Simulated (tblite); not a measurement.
# Geometry relaxation, with input and output: C3H8B3N3 (part 1 of 2)

C3H8B3N3, computed with GFN2-xTB geometry optimisation, gas phase (tblite 0.8.0).

It belongs to a series of runs on one base structure; here: constitutional isomer.

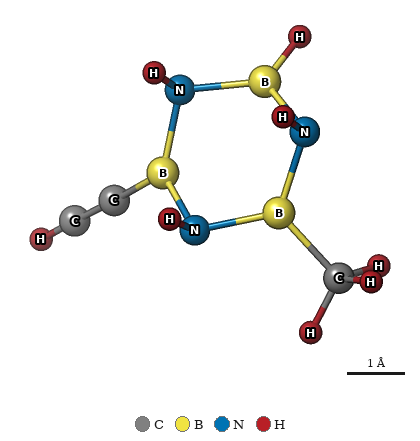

Fig. 1: The starting structure (ball-and-stick view, seen at a tilt). Bond lengths as drawn: B–C 1.53 to 1.58 Å, B–H 1.18 Å, B–N 1.52 to 1.54 Å, C–C 1.21 Å, C–H 1.05 to 1.12 Å and H–N 1.05 to 1.06 Å.

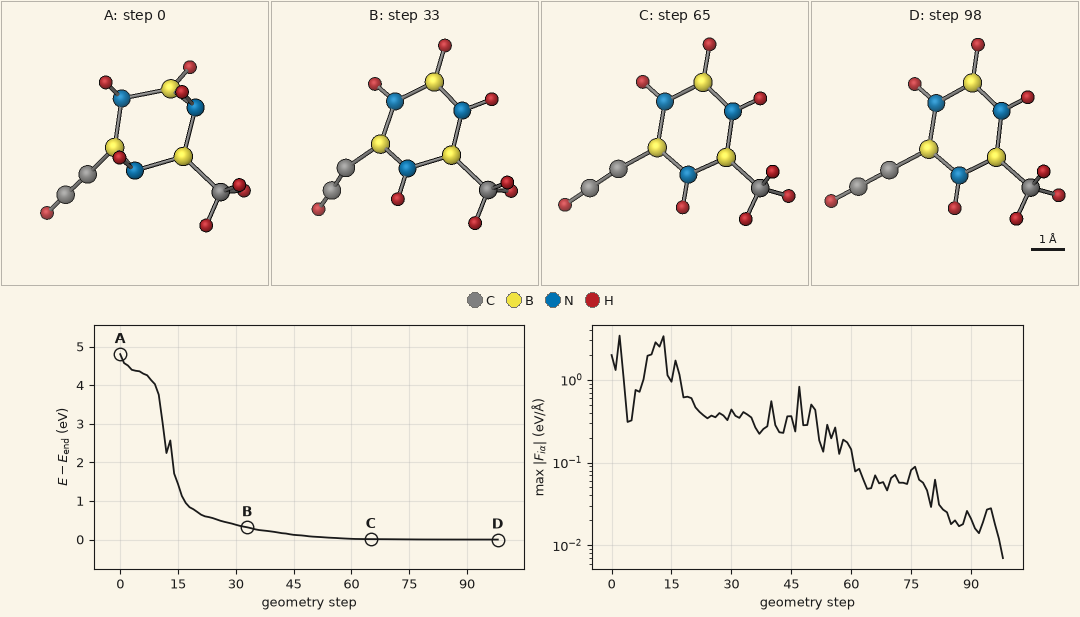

Fig. 2: Frames of the relaxation (ball-and-stick view, seen at a tilt) above the curves, on which the letters mark them (steps are counted from 0).

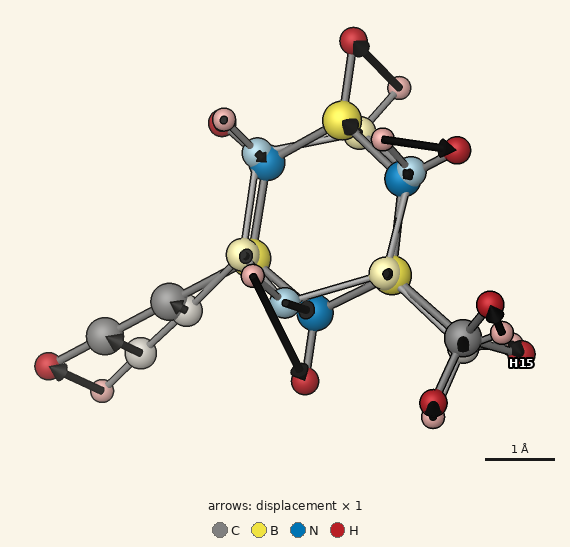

Fig. 3: Start (faint) and end (solid) with the displacements as black arrows, at true length (ball-and-stick view, seen at a tilt). The two geometries are laid on each other by the best rigid fit. H17 moves most after the best rigid fit: 2.31 Å. By element the largest moves are H 2.31 Å, N 0.87 Å, C 0.65 Å, B 0.50 Å. Among the contacts that change: N6–B7 1.535 → 1.421 Å, B3–N9 1.532 → 1.420 Å, B3–N4 1.516 → 1.421 Å, N6–H13 1.058 → 1.009 Å. Among the angles that change: B5–N6–B7 107.0° → 123.6°, B3–N9–B7 107.3° → 123.0°, B3–N4–B5 108.1° → 122.6°. The energy falls by 4.804 eV in 98 geometry steps. Largest force component: 2 eV/Å at the start, 0.007 eV/Å at the end. (Atoms are counted from 1 in the order of the input.)

The input and output of the run follow.

Input
```
{"job": {"kind": "relax", "xc": "GFN2-xTB", "basis": "xTB"}, "charge": 0, "multiplicity": 1}
C      3.330700    -0.043200    -1.807600
C      2.422100    -0.085400    -1.011100
B      1.296400    -0.156700     0.026500
N      1.077000    -1.413200     0.845100
B     -0.414400    -1.758500     0.794500
N     -1.465600    -0.672700     1.042800
B     -1.065400     0.543000     0.194900
C     -2.147500     1.262000    -0.703200
N      0.378900     1.054700     0.223600
H      4.103900     0.002000    -2.509600
H      1.276400    -1.164100     1.844000
H     -0.760900    -2.863700     0.548100
H     -1.356300    -0.383400     2.054100
H     -1.689000     2.108800    -1.251400
H     -2.561000     0.540100    -1.440700
H     -2.981500     1.633100    -0.055100
H      0.549300     1.409300     1.195300
```

The first line tells a small driver script what to run in tblite; the rest is the geometry in Å.

Run as:
```bash
OMP_NUM_THREADS=1 python <driver script> task.json out
```

Output
```
step      E/eV     max force
  0    -623.54477    2.054
  1    -623.77551    1.366
  2    -623.83922    4.541
  3    -623.94947    1.479
  4    -623.97484    0.341
  5    -623.98852    0.402
  6    -624.05094    1.032
  7    -624.09193    0.886
  8    -624.21470    1.071
  9    -624.32126    2.125
 10    -624.59434    2.752
 11    -625.32159    3.927
 12    -626.10740    3.362
 13    -625.78041    3.831
 14    -626.63870    1.454
 15    -626.90911    0.992
 16    -627.21869    1.985
 17    -627.39966    1.301
 18    -627.51064    0.683
 19    -627.56379    0.813
 20    -627.63353    0.757
 21    -627.70492    0.536
 22    -627.74731    0.496
 23    -627.76649    0.447
 24    -627.79226    0.476
 25    -627.82658    0.459
 26    -627.86135    0.454
 27    -627.88855    0.433
 28    -627.91183    0.434
 29    -627.93569    0.450
 30    -627.96500    0.486
 31    -627.99215    0.478
 32    -628.01330    0.430
 33    -628.03176    0.470
 34    -628.05532    0.422
 35    -628.08295    0.407
 36    -628.10194    0.323
 37    -628.11317    0.226
 38    -628.12384    0.271
 39    -628.13663    0.285
 40    -628.15033    0.621
 41    -628.16688    0.383
 42    -628.18383    0.290
 43    -628.19242    0.247
 44    -628.21118    0.381
 45    -628.22655    0.418
 46    -628.23477    0.291
 47    -628.24125    1.052
 48    -628.25194    0.407
 49    -628.26478    0.300
 50    -628.27317    0.563
 51    -628.27896    0.487
 52    -628.28466    0.217
 53    -628.29171    0.150
 54    -628.29874    0.386
 55    -628.30387    0.284
 56    -628.30841    0.350
 57    -628.31496    0.144
 58    -628.32040    0.209
 59    -628.32535    0.221
 60    -628.32991    0.164
 61    -628.33347    0.107
 62    -628.33495    0.085
 63    -628.33625    0.067
 64    -628.33699    0.060
 65    -628.33755    0.066
 66    -628.33807    0.089
 67    -628.33866    0.073
 68    -628.33920    0.062
 69    -628.33976    0.053
 70    -628.34041    0.066
 71    -628.34120    0.071
 72    -628.34209    0.067
 73    -628.34295    0.074
 74    -628.34373    0.076
 75    -628.34450    0.102
 76    -628.34531    0.105
 77    -628.34607    0.074
 78    -628.34665    0.058
 79    -628.34702    0.047
 80    -628.34727    0.037
 81    -628.34748    0.073
 82    -628.34769    0.037
 83    -628.34789    0.030
 84    -628.34804    0.028
 85    -628.34817    0.023
 86    -628.34826    0.020
 87    -628.34831    0.017
 88    -628.34837    0.020
 89    -628.34845    0.026
 90    -628.34855    0.023
 91    -628.34863    0.018
 92    -628.34867    0.014
 93    -628.34870    0.020
 94    -628.34875    0.027
 95    -628.34881    0.029
 96    -628.34889    0.019
 97    -628.34894    0.013
 98    -628.34896    0.008
```

Trajectory as extended XYZ (Å, eV, eV/Å), 28 of the 99 frames kept, from step=0 to step=98
```
17
Properties=species:S:1:pos:R:3:forces:R:3 step=0 energy=-623.54477
C     3.3307   -0.0432   -1.8076   -0.6200  -0.0170   0.5080
C     2.4221   -0.0854   -1.0111   -0.1100  -0.1040   0.0600
B     1.2964   -0.1567    0.0265   -0.1970   0.3520   0.3700
N     1.0770   -1.4132    0.8451   -1.3080   1.0110   0.5070
B    -0.4144   -1.7585    0.7945    0.1890   0.8070   0.4260
N    -1.4656   -0.6727    1.0428    1.9870   0.3880   0.3490
B    -1.0654    0.5430    0.1949    0.5070  -0.1930   0.7020
C    -2.1475    1.2620   -0.7032   -0.0690   0.1180  -0.0840
N     0.3789    1.0547    0.2236   -0.4070  -1.4350   1.0580
H     4.1039    0.0020   -2.5096    0.2060   0.0180  -0.1590
H     1.2764   -1.1641    1.8440   -0.0750  -0.4310  -1.1900
H    -0.7609   -2.8637    0.5481    0.1370   0.3710   0.0010
H    -1.3563   -0.3834    2.0541   -0.3380  -0.4380  -1.4200
H    -1.6890    2.1088   -1.2514   -0.5030  -0.4670   0.3060
H    -2.5610    0.5401   -1.4407    0.1140   0.5930   0.5460
H    -2.9815    1.6331   -0.0551    0.6280  -0.3200  -0.7460
H     0.5493    1.4093    1.1953   -0.1390  -0.2530  -1.2340
17
Properties=species:S:1:pos:R:3:forces:R:3 step=4 energy=-623.97484
C     3.3127   -0.0431   -1.7946   -0.0520   0.0080   0.0270
C     2.4075   -0.0908   -0.9978   -0.1230  -0.0220   0.1820
B     1.2872   -0.1459    0.0472   -0.0040   0.0010   0.0190
N     1.0230   -1.3710    0.8422    0.0550  -0.0640  -0.1270
B    -0.4052   -1.7322    0.8149    0.0870   0.1310   0.0660
N    -1.3853   -0.6574    1.0310   -0.0370  -0.0270  -0.0880
B    -1.0499    0.5378    0.2234    0.0800   0.0040   0.0460
C    -2.1297    1.2545   -0.6914    0.0920  -0.0210   0.0880
N     0.3598    0.9876    0.2485    0.0180  -0.0080  -0.1450
H     4.0991    0.0018   -2.5040   -0.2160  -0.0160   0.1940
H     1.2830   -1.1867    1.8041    0.1990  -0.2380  -0.1300
H    -0.7501   -2.8312    0.5519    0.0670   0.1970   0.0730
H    -1.3796   -0.4000    2.0106   -0.3090  -0.1050  -0.0980
H    -1.7101    2.0938   -1.2408   -0.0180  -0.0200   0.0450
H    -2.5579    0.5627   -1.4175    0.0540   0.0020   0.1300
H    -2.9596    1.6211   -0.0862    0.0440  -0.0430  -0.0590
H     0.5480    1.4111    1.1486    0.0620   0.2200  -0.2230
17
Properties=species:S:1:pos:R:3:forces:R:3 step=7 energy=-624.09193
C     3.2736   -0.0418   -1.7653   -0.5990  -0.0370   0.5930
C     2.3834   -0.0963   -0.9522    0.7150   0.1110  -0.5110
B     1.2831   -0.1472    0.0600   -0.2220   0.1110   0.2000
N     1.0385   -1.3801    0.8055   -0.0470  -0.0570   0.2600
B    -0.3817   -1.7011    0.8351   -0.0700   0.1230  -0.0580
N    -1.3855   -0.6570    1.0010    0.1450   0.0500   0.2210
B    -1.0317    0.5411    0.2373    0.0390   0.0500  -0.0280
C    -2.0954    1.2465   -0.6616   -0.5430   0.3510  -0.3200
N     0.3651    0.9812    0.2139    0.0280   0.1430   0.1580
H     4.0452   -0.0025   -2.4558    0.4610   0.0190  -0.4570
H     1.3523   -1.2693    1.7572    0.3820  -0.3460  -0.0420
H    -0.7286   -2.7699    0.5770   -0.1520  -0.6220   0.0760
H    -1.4884   -0.4356    1.9793   -0.5070  -0.1320  -0.0520
H    -1.7152    2.0894   -1.2277    0.1890   0.0530  -0.0040
H    -2.5407    0.5608   -1.3779    0.1530  -0.2200  -0.0380
H    -2.9497    1.6094   -0.1013   -0.0860   0.0610   0.2920
H     0.5686    1.4845    1.0655    0.1120   0.3430  -0.2910
17
Properties=species:S:1:pos:R:3:forces:R:3 step=11 energy=-625.32159
C     3.1414   -0.0344   -1.6574    2.8350   0.1230  -2.7140
C     2.3774   -0.0783   -0.7664   -0.8310   0.3800   1.8480
B     1.2383   -0.1180    0.1885    1.4710  -0.0300  -0.0330
N     1.0726   -1.4082    0.7861   -0.1850   1.0050   1.5420
B    -0.3262   -1.5990    0.9211   -0.8050  -2.0420   0.4290
N    -1.3362   -0.6023    1.0064   -0.0830   0.6810   1.2440
B    -0.9855    0.5994    0.2947   -1.1350   0.6110   0.2700
C    -2.0969    1.3014   -0.6078    0.5200  -0.6550   0.5230
N     0.3761    1.0097    0.1600   -0.3410   0.0830   1.3240
H     3.9265   -0.0188   -2.3703   -0.2920  -0.0360   0.0160
H     1.7589   -1.7501    1.4830   -0.7270  -0.1360  -1.5290
H    -0.6885   -2.7128    0.7339   -0.1890  -0.2730   0.6450
H    -2.0965   -0.6488    1.7348    0.8480  -0.2280  -1.9530
H    -1.6778    2.1030   -1.1864   -0.1950   0.2610  -0.2650
H    -2.4189    0.4775   -1.2371   -0.0810   0.1870  -0.4370
H    -2.9593    1.5969   -0.0589   -0.6180   0.5060   0.2660
H     0.6876    1.8948    0.5661   -0.1930  -0.4370  -1.1750
17
Properties=species:S:1:pos:R:3:forces:R:3 step=15 energy=-626.90911
C     3.2050   -0.0322   -1.6978   -0.2940   0.0730   0.9450
C     2.4852   -0.0176   -0.7249    0.3110   0.1350  -0.1490
B     1.3139   -0.0819    0.2708    0.1580   0.2830   0.0880
N     1.0124   -1.3097    0.9455   -0.2460   0.2000  -0.2250
B    -0.3723   -1.6811    1.0036    0.2730   0.6220   0.4630
N    -1.2749   -0.5608    1.1121    0.0970  -0.5480  -0.4970
B    -1.0312    0.6502    0.3760    0.7470  -0.3100   0.5730
C    -2.1116    1.3020   -0.5727   -0.1340   0.2320   0.2490
N     0.3564    0.9942    0.3108    0.3750  -0.1570   0.1350
H     3.9528   -0.0211   -2.4303    0.0350  -0.0300  -0.2610
H     1.7798   -1.8891    1.2555   -0.2630  -0.3480  -0.6290
H    -0.7213   -2.8029    0.8416   -0.0100   0.2030   0.5690
H    -2.1934   -0.7293    1.4745   -0.4780  -0.2520  -0.4200
H    -1.7017    2.1124   -1.1856   -0.2700  -0.1410   0.2570
H    -2.3968    0.4885   -1.2462   -0.1750   0.2660   0.0340
H    -3.0017    1.6412   -0.0345    0.0940   0.0200  -0.3480
H     0.6923    1.9491    0.2918   -0.2210  -0.2470  -0.7830
17
Properties=species:S:1:pos:R:3:forces:R:3 step=18 energy=-627.51064
C     3.2346   -0.0175   -1.6297    0.1920   0.0580   0.0220
C     2.5273    0.0255   -0.6575    0.1040   0.0450   0.2220
B     1.3749   -0.0401    0.3415   -0.1870  -0.0470   0.1840
N     1.0246   -1.2774    0.9739   -0.1700  -0.0100  -0.3550
B    -0.3467   -1.6507    1.1178    0.0480   0.0030  -0.0980
N    -1.3053   -0.6078    1.0897    0.1180   0.3450  -0.0670
B    -0.9740    0.6483    0.4865   -0.2740   0.1320  -0.6120
C    -2.0826    1.2999   -0.4941   -0.1400   0.0490  -0.2250
N     0.4084    1.0111    0.3700   -0.3280  -0.2190  -0.0090
H     3.9085   -0.0302   -2.4401   -0.0560  -0.0060   0.0400
H     1.7304   -1.9993    1.0111   -0.1040  -0.0200  -0.1630
H    -0.7180   -2.7655    0.9945    0.2050  -0.0080   0.5540
H    -2.2874   -0.8070    1.2440    0.2560  -0.1030  -0.2580
H    -1.7520    2.1016   -1.1418    0.4870   0.3140   0.1450
H    -2.3974    0.5352   -1.2119    0.1350  -0.2310   0.2520
H    -3.0092    1.6603   -0.0726   -0.1670   0.0100   0.5240
H     0.6569    1.9255    0.0089   -0.1190  -0.3130  -0.1580
17
Properties=species:S:1:pos:R:3:forces:R:3 step=22 energy=-627.74731
C     3.2660    0.0022   -1.5667   -0.0600   0.0430   0.1110
C     2.5697    0.0578   -0.5845    0.0510   0.0880   0.0560
B     1.3825   -0.0218    0.3850   -0.0120  -0.0480  -0.3450
N     1.0164   -1.2887    0.9139   -0.2370   0.2000  -0.0010
B    -0.3392   -1.6189    1.1567   -0.1020  -0.1030  -0.1220
N    -1.3071   -0.5906    1.0499    0.2610  -0.0990  -0.1310
B    -0.9937    0.6556    0.4377    0.0180  -0.0990   0.1390
C    -2.0990    1.3327   -0.4824   -0.0220   0.0640   0.0530
N     0.3850    1.0008    0.3632   -0.0990  -0.4100  -0.2610
H     3.8768   -0.0339   -2.4263    0.0290   0.0210   0.1540
H     1.6724   -2.0436    0.8575    0.2530  -0.1510   0.0250
H    -0.6736   -2.7417    1.1946    0.0020  -0.0990   0.3880
H    -2.2739   -0.8616    1.0832   -0.1650  -0.0220   0.0710
H    -1.6963    2.1483   -1.0826   -0.1840  -0.0190   0.0530
H    -2.3823    0.5196   -1.1563   -0.0910   0.2510  -0.1410
H    -3.0212    1.6653   -0.0025    0.2240   0.0240   0.0250
H     0.6105    1.8305   -0.1504    0.1360   0.3610  -0.0740
17
Properties=species:S:1:pos:R:3:forces:R:3 step=25 energy=-627.82658
C     3.2601    0.0153   -1.5317    0.0130   0.0230   0.0570
C     2.5773    0.0747   -0.5454    0.3100   0.0920  -0.1110
B     1.3666   -0.0357    0.3401   -0.2580  -0.1310   0.1640
N     1.0070   -1.3000    0.8705    0.1290  -0.2520  -0.0380
B    -0.3422   -1.6238    1.1379    0.1720  -0.2410   0.1440
N    -1.3021   -0.6034    1.0117   -0.1860  -0.1850  -0.0350
B    -1.0034    0.6445    0.4150    0.1940  -0.0730  -0.0450
C    -2.0958    1.3474   -0.4726   -0.0580  -0.0580  -0.0550
N     0.3668    0.9670    0.2833    0.1510   0.3120  -0.1890
H     3.8618   -0.0316   -2.3806    0.3690   0.0280  -0.2710
H     1.6847   -2.0538    0.8342   -0.1230   0.2260   0.0720
H    -0.6496   -2.7339    1.3180   -0.1010  -0.2040   0.2530
H    -2.2708   -0.8721    1.0651   -0.1050   0.0050   0.1020
H    -1.6964    2.1684   -1.0561   -0.1230   0.1200  -0.0510
H    -2.3909    0.5479   -1.1549   -0.1470   0.2400  -0.2060
H    -2.9925    1.6671    0.0339   -0.1960   0.1800   0.1370
H     0.6124    1.8339   -0.1784   -0.0390  -0.0820   0.0710
17
Properties=species:S:1:pos:R:3:forces:R:3 step=29 energy=-627.93569
C     3.3000    0.0372   -1.5133    0.1930   0.0060  -0.0920
C     2.6349    0.1102   -0.5120   -0.1670  -0.2540  -0.1410
B     1.3461   -0.0651    0.2879    0.2560   0.0390  -0.0020
N     0.9855   -1.3304    0.8273   -0.1210   0.1520  -0.1210
B    -0.3451   -1.6878    1.1570   -0.0200   0.3010   0.1280
N    -1.3028   -0.6598    0.9624    0.0750   0.0500  -0.1450
B    -1.0013    0.6038    0.3677   -0.1400  -0.1800  -0.2890
C    -2.1178    1.3697   -0.4621   -0.0820   0.1030  -0.0170
N     0.3603    0.9455    0.1869   -0.0850  -0.3250   0.3000
H     3.9215   -0.0165   -2.3642    0.0900   0.1020   0.1620
H     1.6880   -2.0410    0.8167    0.2950  -0.3040   0.1090
H    -0.6412   -2.7673    1.5273    0.0540   0.1460  -0.0250
H    -2.2784   -0.8853    1.0554   -0.1200  -0.0650   0.1050
H    -1.7311    2.2170   -1.0259   -0.0100   0.0650   0.1520
H    -2.4491    0.6441   -1.2082   -0.2270   0.1150   0.0570
H    -2.9857    1.7058    0.1013    0.0040  -0.0650  -0.0540
H     0.6091    1.8318   -0.2141    0.0050   0.1130  -0.1260
17
Properties=species:S:1:pos:R:3:forces:R:3 step=33 energy=-628.03176
C     3.3578    0.0522   -1.5074    0.1340  -0.0170  -0.0150
C     2.6467    0.0709   -0.5375   -0.0630  -0.0460  -0.0650
B     1.3573   -0.0940    0.2500   -0.1700  -0.1470  -0.1140
N     0.9812   -1.3672    0.7583    0.2290  -0.0560   0.4070
B    -0.3351   -1.6782    1.1906    0.0430  -0.0940  -0.2130
N    -1.3159   -0.7033    0.8854   -0.1300   0.0240   0.1360
B    -1.0221    0.5372    0.2510   -0.0580   0.1740   0.2170
C    -2.1499    1.3983   -0.4680   -0.0070  -0.0500  -0.0410
N     0.3460    0.8955    0.1495    0.0000   0.1380  -0.2000
H     4.0128    0.0230   -2.3272    0.1820   0.0810   0.0030
H     1.7194   -2.0505    0.8612   -0.1500  -0.0330  -0.0330
H    -0.6136   -2.7280    1.6651    0.0880   0.2710  -0.0310
H    -2.2827   -0.8980    1.1047    0.0540  -0.0660  -0.1100
H    -1.7552    2.2781   -0.9700    0.0110   0.0380   0.0490
H    -2.5599    0.7508   -1.2412   -0.1450   0.0630  -0.0910
H    -2.9867    1.7186    0.1467    0.0490  -0.0510   0.1150
H     0.5928    1.8064   -0.2212   -0.0680  -0.2290  -0.0130
17
Properties=species:S:1:pos:R:3:forces:R:3 step=36 energy=-628.10194
C     3.4329    0.0640   -1.4867    0.1010  -0.0250  -0.1240
C     2.6481    0.0283   -0.5757   -0.0400   0.0730  -0.0990
B     1.3472   -0.1382    0.1953   -0.0270  -0.0480  -0.0560
N     1.0063   -1.3846    0.7785   -0.0790  -0.0190   0.0330
B    -0.3231   -1.6643    1.1822   -0.0670  -0.1720   0.2650
N    -1.3331   -0.7289    0.8382    0.0550  -0.0040   0.1770
B    -1.0538    0.5136    0.2045    0.0030  -0.0130  -0.0410
C    -2.1814    1.4182   -0.4765   -0.0160  -0.0340   0.1380
N     0.3221    0.8403    0.0903    0.0060   0.1130  -0.2100
H     4.1190    0.0740   -2.2865    0.1000   0.0580   0.1560
H     1.7226   -2.0928    0.8675   -0.1270   0.0930   0.0520
H    -0.5699   -2.6412    1.7989   -0.0340   0.0630  -0.1530
H    -2.2867   -0.9354    1.0960    0.0170  -0.0670  -0.1400
H    -1.7738    2.3345   -0.9002   -0.0300  -0.0850  -0.0730
H    -2.6798    0.8588   -1.2734    0.1710   0.1100   0.0520
H    -2.9701    1.7149    0.2072   -0.0630   0.0040   0.1630
H     0.5666    1.7507   -0.2697    0.0280  -0.0470  -0.1380
17
Properties=species:S:1:pos:R:3:forces:R:3 step=40 energy=-628.15033
C     3.4944    0.0678   -1.4780   -0.3440   0.0120   0.3120
C     2.6443    0.0221   -0.6219    0.1640  -0.1120  -0.2770
B     1.3354   -0.1685    0.1476   -0.0540   0.0360  -0.1050
N     0.9954   -1.3847    0.8028   -0.0160   0.1270  -0.1970
B    -0.3250   -1.6655    1.2391    0.1140   0.5510  -0.2630
N    -1.3291   -0.7401    0.8534   -0.1380   0.1390  -0.1260
B    -1.0665    0.4926    0.1809    0.0910  -0.0840   0.0360
C    -2.2052    1.4320   -0.4364    0.0730   0.0860   0.0390
N     0.3082    0.8099    0.0054   -0.0420  -0.1980   0.0090
H     4.2269    0.1228   -2.2301    0.1270   0.0320   0.0810
H     1.6891   -2.1119    0.8572    0.1130   0.0130   0.1700
H    -0.5580   -2.5951    1.8805   -0.1640  -0.4760   0.1780
H    -2.2933   -0.9892    1.0181    0.0230   0.0360   0.0750
H    -1.7953    2.3483   -0.8599    0.0510   0.0590   0.1840
H    -2.7125    0.9539   -1.2716   -0.0630  -0.2260   0.0920
H    -2.9710    1.7129    0.2865    0.0510  -0.0420  -0.0420
H     0.5551    1.7045   -0.3837    0.0130   0.0450  -0.1660
```
